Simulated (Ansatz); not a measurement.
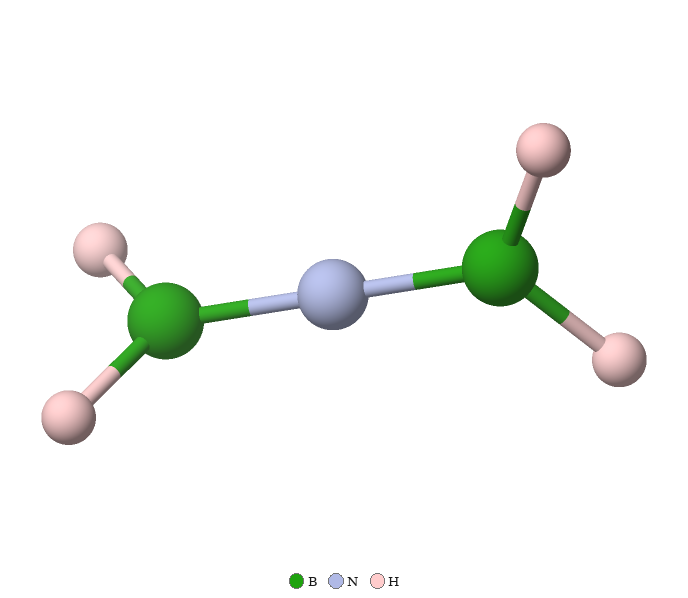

The species has charge −1 and is a spin singlet. The geometry was computed by an optimisation with PBE0-D4/def2-TZVPD. No frequency run is at hand to confirm it as a minimum.

Give the structural formula.

SMILES: B[N-]B

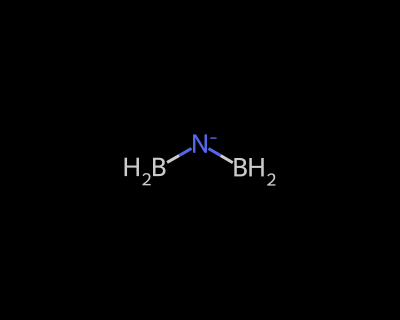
